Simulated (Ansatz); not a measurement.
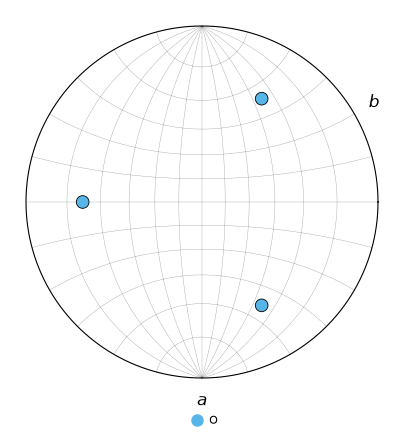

For Si₂PbO₃, the end point of a relaxation with DFT PBE, scalar-relativistic, plane waves, PAW in Ansatz; the starting structure was generated, so it need not be a known form of this composition: directions from one silicon atom at (2/3, 1/3, 0.101) to its bonded neighbours, in stereographic projection down c (filled: above the plane of the page or in it, open: below). All values are computed from the atomic coordinates in the standard setting (tolerance 0.002 Å).

Neighbours are counted up to 2.05 Å for O; other elements are left out.

```
Si Pb O
1.0
     3.08100    0.00000    0.00000
    -1.54050    2.66823    0.00000
     0.00000    0.00000   13.31274
Si Pb O
2 1 3
Direct
  0.66667 0.33333 0.10065
  0.33333 0.66667 0.89935
  0.00000 0.00000 0.50000
  0.00000 0.00000 0.00000
  0.33333 0.66667 0.15388
  0.66667 0.33333 0.84612
```

**How many neighbours are there, and at what angles?**

3: 3 O at 1.91 Å. Angles between bonds: 107° (3×).

**What is the site's symmetry in the crystal?**

Point group 3m (C3v), order 6: one threefold axis, three mirror planes. In P-3m1, No. 164 this is Wyckoff position 2d.
